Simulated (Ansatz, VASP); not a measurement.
# Ni (Nickel) in two plane-wave programs

One calculation is typed for both programs; each brings its own data sets and cutoff. How far apart do they land? The cell comes out of earlier VASP steps on this material, which relaxed, scaled or displaced it; both programs get it as it stands.

Program: Ansatz 0.2.0. Level of theory: plane waves, with VASP 6.6.1 beside it; relaxation of cell and atoms at LDA. Results are calculated unless marked as measured.

## Step 1: The starting structure

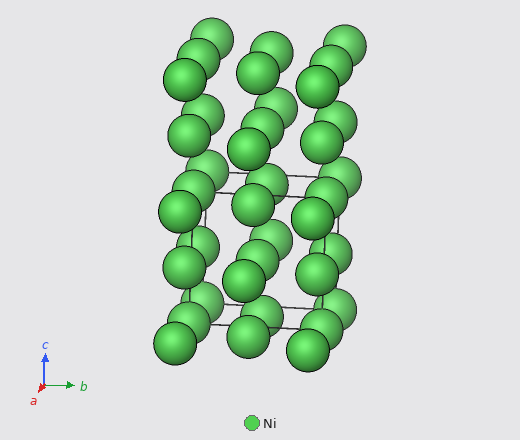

The cell as given, slightly off an axis (nickel green). 2×1×2 cells are drawn. This picture shows the conventional cell, with its axes. Some periodic images of atoms are drawn too.

As a file:

```cif
data_structure
_symmetry_space_group_name_H-M 'Fm-3m'
_symmetry_Int_Tables_number 225
_cell_length_a 3.4212
_cell_length_b 3.4212
_cell_length_c 3.4212
_cell_angle_alpha 90.000
_cell_angle_beta 90.000
_cell_angle_gamma 90.000
_cell_volume 40.05
loop_
_atom_site_label
_atom_site_type_symbol
_atom_site_symmetry_multiplicity
_atom_site_Wyckoff_symbol
_atom_site_fract_x
_atom_site_fract_y
_atom_site_fract_z
_atom_site_occupancy
Ni1 Ni 4 a 0.00000 0.00000 0.00000 1
```

## Step 2: VASP: relaxation of cell and atoms, LDA

The relaxed volume is the usual yardstick between codes: its relative difference is about their pressure difference at one cell divided by the bulk modulus.

Lines of VASP's logs that name or quote its potential files are left out, and so is its time.

The input, INCAR:

```
SYSTEM = Ni
PREC = Accurate
ENCUT = 450
EDIFF = 1E-06
NELM = 100
ISMEAR = 1
SIGMA = 0.1
LREAL = .FALSE.
ALGO = Normal
GGA = CA
NBANDS = 11
ISPIN = 2
MAGMOM = 1
LMAXMIX = 4
LORBIT = 11
LWAVE = .FALSE.
LCHARG = .FALSE.
KPAR = 2
IBRION = 2
NSW = 50
ISIF = 3
EDIFFG = -0.01
```

The input, POSCAR:

```
Ni
1.0
    0.0000000000      1.7106200030      1.7106200030
    1.7106200030      0.0000000000      1.7106200030
    1.7106200030      1.7106200030      0.0000000000
Ni
1
Direct
    0.0000000000      0.0000000000      0.0000000000
```

The input, KPOINTS:

```
Automatic mesh
0
Gamma
14 14 14
0 0 0
```

The projector-augmented-wave data sets are Ni (LDA family, release 64).

Started as:

```sh
> mpirun -np 2 vasp_std
```

Numbers of over 12 decimals in the logs are rounded to 6 here.

Log:

```text
[banner, memory and clock lines left out]
running    2 mpi-ranks, on    1 nodes
 distrk:  each k-point on    1 cores,    2 groups
 distr:  one band on    1 cores,    1 groups

 POSCAR found type information on POSCAR Ni
 POSCAR found :  1 types and       1 ions
 LDA part: xc-table for (Slater(with rela. corr.)+CA(PZ))
 , standard interpolation
 POSCAR, INCAR and KPOINTS ok, starting setup
 FFT: planning ... GRIDC
 FFT: planning ... GRID_SOFT
 FFT: planning ... GRID
 WAVECAR not read
 entering main loop
       N       E                     dE             d eps       ncg     rms          rms(c)
DAV:   1     0.257698025141E+02    0.25770E+02   -0.42426E+03  4760   0.108E+03
DAV:   2    -0.684771560239E+01   -0.32618E+02   -0.30767E+02  4740   0.165E+02
DAV:   3    -0.768525807745E+01   -0.83754E+00   -0.82909E+00  5135   0.309E+01
DAV:   4    -0.769168095435E+01   -0.64229E-02   -0.64217E-02  5106   0.241E+00
DAV:   5    -0.769181691624E+01   -0.13596E-03   -0.13596E-03  5255   0.330E-01    0.112E+01
DAV:   6    -0.688918854840E+01    0.80263E+00   -0.14363E+01  5558   0.561E+01    0.588E+00
DAV:   7    -0.660354783046E+01    0.28564E+00   -0.23232E+00  5482   0.210E+01    0.208E+00
DAV:   8    -0.658259369497E+01    0.20954E-01   -0.22419E-02  6401   0.133E+00    0.969E-01
DAV:   9    -0.658005648608E+01    0.25372E-02   -0.11820E-03  6584   0.271E-01    0.319E-01
DAV:  10    -0.657916397882E+01    0.89251E-03   -0.11225E-03  6493   0.243E-01    0.448E-02
DAV:  11    -0.657917265451E+01   -0.86757E-05   -0.92916E-06  4897   0.377E-02    0.210E-02
DAV:  12    -0.657916992838E+01    0.27261E-05   -0.91380E-06  4369   0.219E-02    0.479E-03
DAV:  13    -0.657916967966E+01    0.24872E-06   -0.31717E-07  2659   0.531E-03
   1 F= -.65791697E+01 E0= -.65789682E+01  d E =-.657917E+01  mag=     0.5348
 curvature:   0.00 expect dE= 0.000E+00 dE for cont linesearch  0.000E+00
 trial: gam= 0.00000 g(F)=  0.375E-62 g(S)=  0.274E-04 ort = 0.000E+00 (trialstep = 0.100E+01)
 search vector abs. value=  0.274E-04
 bond charge predicted
       N       E                     dE             d eps       ncg     rms          rms(c)
DAV:   1    -0.657984572718E+01   -0.67580E-03   -0.99824E-03  5431   0.154E+00    0.218E-01
DAV:   2    -0.657935804859E+01    0.48768E-03   -0.87498E-03  5566   0.127E+00    0.101E-01
DAV:   3    -0.657918010652E+01    0.17794E-03   -0.11918E-03  5497   0.496E-01    0.345E-02
DAV:   4    -0.657916438789E+01    0.15719E-04   -0.11546E-05  5420   0.235E-02    0.192E-02
DAV:   5    -0.657916273770E+01    0.16502E-05   -0.31229E-06  3597   0.114E-02    0.339E-03
DAV:   6    -0.657916281205E+01   -0.74351E-07   -0.15027E-07  2441   0.398E-03
   2 F= -.65791628E+01 E0= -.65789643E+01  d E =0.686762E-05  mag=     0.5346
 trial-energy change:    0.000007  1 .order    0.000005   -0.000027    0.000037
 step:   0.4273(harm=  0.4273)  dis= 0.00000  next Energy=    -6.579176 (dE=-0.585E-05)
 bond charge predicted
       N       E                     dE             d eps       ncg     rms          rms(c)
DAV:   1    -0.657940021697E+01   -0.23748E-03   -0.32757E-03  5410   0.886E-01    0.125E-01
DAV:   2    -0.657923950421E+01    0.16071E-03   -0.28964E-03  5578   0.729E-01    0.584E-02
DAV:   3    -0.657918024608E+01    0.59258E-04   -0.39610E-04  5491   0.286E-01    0.200E-02
DAV:   4    -0.657917501954E+01    0.52265E-05   -0.38016E-06  4774   0.135E-02    0.111E-02
DAV:   5    -0.657917449263E+01    0.52691E-06   -0.10605E-06  2600   0.659E-03
   3 F= -.65791745E+01 E0= -.65789744E+01  d E =-.481297E-05  mag=     0.5347
 curvature:  -0.21 expect dE=-0.217E-06 dE for cont linesearch -0.217E-06
 trial: gam= 0.00000 g(F)=  0.422E-62 g(S)=  0.102E-05 ort =-0.528E-05 (trialstep = 0.885E+00)
 search vector abs. value=  0.102E-05
 reached required accuracy - stopping structural energy minimisation
```

From OUTCAR (step 2):

```text
ion  position               nearest neighbor table
   1  0.000  0.000  0.000-

  LATTYP: Found a face centered cubic cell.
 ALAT       =     3.4212400060

 Subroutine GETGRP returns: Found 48 space group operations
 (whereof 48 operations were pure point group operations)

The static configuration has the point symmetry O_h .

 Found    104 irreducible k-points:

   k-points           NKPTS =    104   k-points in BZ     NKDIM =    104   number of bands    NBANDS=     11

   dimension x,y,z NGX =    18 NGY =   18 NGZ =   18
   dimension x,y,z NGXF=    36 NGYF=   36 NGZF=   36

   ENCUT  =  450.0 eV  33.07 Ry    5.75 a.u.   4.18  4.18  4.18*2*pi/ulx,y,z

   NELECT =      10.0000    total number of electrons

 k-points in reciprocal lattice and weights: Automatic mesh
   0.00000000  0.00000000  0.00000000       0.000
   0.07142857  0.00000000  0.00000000       0.003
   0.14285714  0.00000000  0.00000000       0.003
   0.21428571  0.00000000  0.00000000       0.003
   0.28571429  0.00000000  0.00000000       0.003
   0.35714286  0.00000000  0.00000000       0.003
   0.42857143  0.00000000  0.00000000       0.003
   0.50000000  0.00000000  0.00000000       0.001
   0.07142857  0.07142857  0.00000000       0.002
[...]
-0.28571429  0.42857143  0.21428571       0.009
  -0.28571429  0.50000000  0.21428571       0.004

 average (electrostatic) potential at core
       1 -80.9405

 E-fermi :  10.2791

 spin component 1
 k-point     1 :       0.0000    0.0000    0.0000
  band No.  band energies     occupation
    ...
      2       7.7324      1.00000
      3       7.7324      1.00000
      4       7.7324      1.00000
      5       9.0344      1.00000
      6       9.0344      1.00000
      7      34.7669      0.00000
      8      39.1968      0.00000
      9      39.1968      0.00000
     10      39.1968      0.00000
     11      42.4791      0.00000

 k-point     2 :       0.0714    0.0000    0.0000
  band No.  band energies     occupation
    ...
      2       7.6728      1.00000
      3       7.7828      1.00000
      4       7.7828      1.00000
      5       9.0129      1.00000
      6       9.0129      1.00000
      7      34.1585      0.00000
      8      37.0250      0.00000
      9      38.7895      0.00000
     10      38.7895      0.00000
     11      43.0986      0.00000

 k-point     3 :       0.1429    0.0000    0.0000
  band No.  band energies     occupation
    ...
      2       7.5230      1.00000
      3       7.9002      1.00000
      4       7.9002      1.00000
      5       8.9806      1.00000
      6       8.9806      1.00000
      7      31.2390      0.00000
      8      35.8631      0.00000
      9      38.0629      0.00000
     10      38.0629      0.00000
     11      43.4498      0.00000

 k-point     4 :       0.2143    0.0000    0.0000
  band No.  band energies     occupation
    ...
      2       7.3745      1.00000
      3       7.9826      1.00000
      4       7.9826      1.00000
      5       9.0350      1.00000
      6       9.0350      1.00000
      7      27.4826      0.00000
      8      35.3180      0.00000
      9      37.4148      0.00000
     10      37.4148      0.00000
     11      43.6191      0.00000

 k-point     5 :       0.2857    0.0000    0.0000
  band No.  band energies     occupation
    ...
      2       7.4131      1.00000
      3       7.9467      1.00000
      4       7.9467      1.00000
      5       9.2424      1.00000
      6       9.2424      1.00000
      7      23.8367      0.00000
      8      34.6198      0.00000
      9      36.9252      0.00000
     10      36.9252      0.00000
     11      42.0315      0.00000

 k-point     6 :       0.3571    0.0000    0.0000
  band No.  band energies     occupation
    ...
      2       7.8440      1.00000
      3       7.8440      1.00000
      4       7.9782      1.00000
      5       9.5188      1.00000
      6       9.5188      1.00000
      7      20.5245      0.00000
      8      33.9192      0.00000
      9      36.5933      0.00000
     10      36.5933      0.00000
     11      40.5893      0.00000

  Total        0.0026502      0.0026502      0.0026502     -0.0000000      0.0000000      0.0000000
  in kB        0.4244911      0.4244911      0.4244911     -0.0000000      0.0000000      0.0000000
  external PRESSURE =       0.4244911 kB  Pullay stress =       0.0000000 kB

  energy-cutoff  :      450.00
  volume of cell :       10.00
      direct lattice vectors                 reciprocal lattice vectors
     0.000000000  1.710134833  1.710134833    -0.292374607  0.292374607  0.292374607
     1.710134833  0.000000000  1.710134833     0.292374607 -0.292374607  0.292374607
     1.710134833  1.710134833  0.000000000     0.292374607  0.292374607 -0.292374607

 POSITION                                       TOTAL-FORCE (eV/Angst)
 -----------------------------------------------------------------------------------
      0.00000      0.00000      0.00000         0.000000      0.000000      0.000000
 -----------------------------------------------------------------------------------
    total drift:                                0.000000     -0.000000      0.000000

  FREE ENERGIE OF THE ION-ELECTRON SYSTEM (eV)
  ---------------------------------------------------
  free  energy   TOTEN  =        -6.5791744926 eV

  energy  without entropy=       -6.5785740837  energy(sigma->0) =       -6.57897436

 reached required accuracy - stopping structural energy minimisation

 total charge
# of ion       s       p       d       tot
------------------------------------------
    1        0.536   0.575   8.370   9.481

 magnetization (x)
# of ion       s       p       d       tot
------------------------------------------
    1       -0.007  -0.020   0.562   0.535

[... 6 further parts left out ...]
```

CONTCAR:

```
Ni
   1.00000000000000
     0.0000000000000000    1.7101348330524482    1.7101348330524482
     1.7101348330524482    0.0000000000000000    1.7101348330524482
     1.7101348330524482    1.7101348330524482    0.0000000000000000
  Ni
     1
Direct
     0.0000000000000000    0.0000000000000000    0.0000000000000000
```

(Continued in part 2 of 2.)

[Lines on the potential files, build, host, timing and source positions are cut from VASP's logs without a mark.]

[Logs are printed without paths, hosts, clocks, repeated set-up lines and the standing remarks that a program may print on its own settings, such as how far it seeks lower states.]

[Hosts, paths, dates, database ids (printed as entryN), source tags and the programs' standing remarks are cut or masked in the printed files.]
